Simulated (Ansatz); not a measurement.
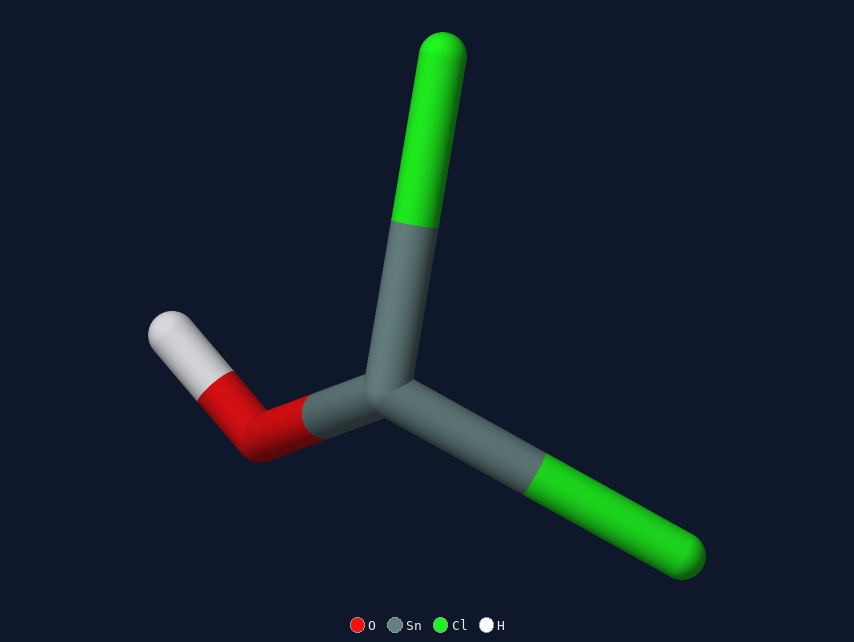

The species is neutral and a spin doublet. Computed geometry: PBE-D4/def2-SVP optimisation. No frequency run is at hand to confirm it as a minimum. Method: UKS PBE-D4/def2-SVP, core potentials on Sn (Ansatz 0.2.0).

> Give the dipole moment at this level.

2.54 D.

> What is the ⟨S²⟩ of the determinant?

0.752.
